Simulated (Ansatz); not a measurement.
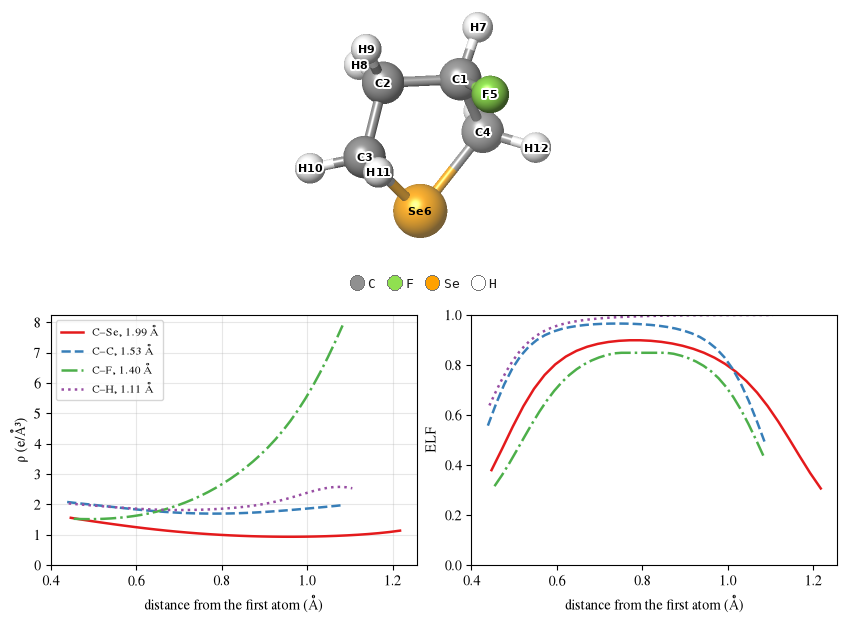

*C$_{4}$H$_{7}$FSe. Total electron density and electron localisation function along straight lines between neighbouring atoms. The curves leave out the atomic cores. The structure is drawn too.*

Geometry: PBE-D3(BJ)/def2-SVP.

Method: Ansatz, isolated molecule in a Gaussian basis; Kohn-Sham density functional theory, functional PBE0.

Input file:

```
basis:
  gaussian: {orbitals: def2-SVPD}
crystal:
  periodic: [false, false, false]
  atoms:
    - {symbol: C, position_ang: [-0.612027, -0.653009, 2.503986]}
    - {symbol: C, position_ang: [-1.685543, -0.436733, 1.441232]}
    - {symbol: C, position_ang: [-1.015556, -0.576415, 0.075722]}
    - {symbol: C, position_ang: [0.573959, 0.261355, 2.205772]}
    - {symbol: F, position_ang: [-0.193839, -1.985222, 2.446661]}
    - {symbol: Se, position_ang: [0.700969, 0.414572, 0.226048]}
    - {symbol: H, position_ang: [-1.000033, -0.471901, 3.532613]}
    - {symbol: H, position_ang: [-2.108868, 0.582114, 1.566626]}
    - {symbol: H, position_ang: [-2.509366, -1.169520, 1.571604]}
    - {symbol: H, position_ang: [-1.610095, -0.137964, -0.747159]}
    - {symbol: H, position_ang: [-0.792453, -1.635949, -0.152274]}
    - {symbol: H, position_ang: [1.503532, -0.174596, 2.617760]}
    - {symbol: H, position_ang: [0.418509, 1.268428, 2.638857]}
magnetization: {spin_polarized: false}
hamiltonian: {xc: {name: PBE0}}
output: {forces: true, orbitals: {seedname: orbitals}}
```

Run with:

```sh
ansatz run input.yaml --threads 4 --pin off --max-ram 7830MiB --events-out events.jsonl --progress --plain --runs-dir runs
```

Compare the contacts.

C–Se (1.99 Å): the density is about 0.94 e/Å³ at the midpoint; the ELF peaks at about 0.90 between the atoms: a shared electron pair.
C–C (1.53 Å): the density is about 1.7 e/Å³ at the midpoint; the ELF peaks at about 0.95 between the atoms (a covalent bond).
C–F (1.40 Å): the density is about 2 e/Å³ at the midpoint, with its minimum of 1.5 e/Å³ about 0.5 Å from C; the ELF peaks at about 0.85 between the atoms: a shared but strongly polarised pair.
C–H (1.11 Å): ρ is about 1.9 e/Å³ halfway; the ELF climbs to about 1 towards the hydrogen, as it does in any bond to H (an ordinary covalent bond to hydrogen).
